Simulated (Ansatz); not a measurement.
How methods differ on AlCl2F (SMILES [F][Al]([Cl])[Cl])

The species is AlCl2F (4 atoms), meant as a singlet with charge 0. SMILES: `[F][Al]([Cl])[Cl]`. The coordinates come from a PBE0-D4/def2-TZVP relaxation.

```xyz
4

F     0.0874    0.3882    1.6824
Al    0.0048    0.0215    0.0936
Cl    1.2230   -1.4637   -0.6634
Cl   -1.3153    1.0539   -1.1125
```

Each level gives the energy change with the F1–Al2 bond stretched from 1.633 to 2.041 Å (eV). The values are calculated.

| level | kind | program | value (eV) | less FCI/STO-3G | CPU time (all runs) |
| --- | --- | --- | --- | --- | --- |
| HF/STO-3G (restricted) | Hartree–Fock | Ansatz | 2.39 | +0.57 | 0.51 s |
| SVWN5/STO-3G (restricted) | LDA | Ansatz | 1.97 | +0.15 | 2.3 s |
| r2SCAN0/STO-3G (restricted) | hybrid meta-GGA | Ansatz | 2.10 | +0.28 | 9.3 s |
| wB97X/STO-3G (restricted) | range-separated hybrid | Ansatz | 2.05 | +0.23 | 16 s |
| RPA@PBE/STO-3G (restricted) | RPA | Ansatz | 1.74 | -0.08 | 5.6 s |
| MP2/STO-3G (restricted) | perturbation theory | Ansatz | 2.13 | +0.31 | 0.58 s |
| CCSD(T)/STO-3G (restricted) | coupled cluster or CI | Ansatz | 1.84 | +0.02 | 0.77 s |
| CCSD/STO-3G (restricted) | coupled cluster or CI | Ansatz | 1.82 | 0.00 | 0.76 s |
| FCI/STO-3G | exact in the basis | Ansatz | 1.82 | 0.00 | 25 s |

FCI/STO-3G is exact within its basis and frozen core, so for wave-function methods in that basis the difference is their error; functionals converge differently with the basis, so for them it is only a difference. The first shape isn't each level's own minimum. The values span 1.74 to 2.39 eV. All rows use very small basis sets, so none should be taken for the real molecule's value. Times are those of the runs behind each value, whatever else they computed, on shared processors of several kinds: orders of magnitude only.

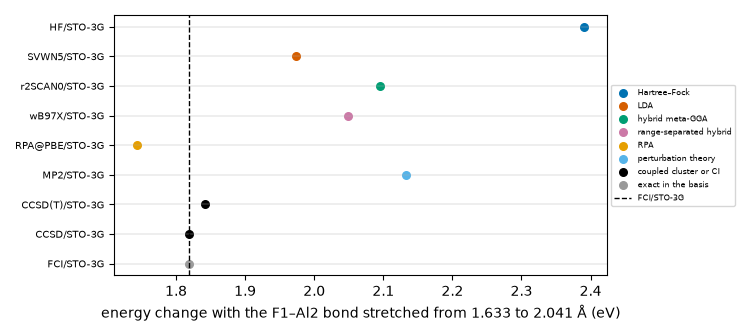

The values of the table, level by level.
